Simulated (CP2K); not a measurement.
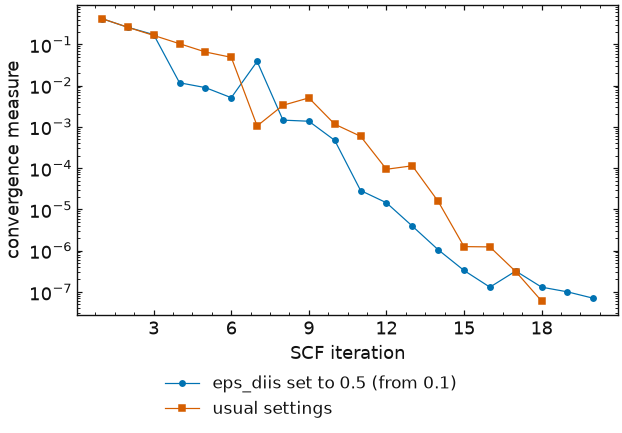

Two SCF runs that differ in one setting.
The run: CH2F3Si (SMILES [CH2][Si](F)(F)F), multiplicity 2, by CP2K, UHF AM1.

### Which runs converged, and in how many iterations?

“usual settings” converged in 18 iterations. “eps_diis set to 0.5 (from 0.1)” converged in 20 iterations. CP2K mixes the density linearly, with weight alpha, until the error falls below EPS_DIIS, and only then turns to DIIS. That happens at step 6 with the usual settings and at step 3 in the changed run. Both end at the same energy within 1 meV.
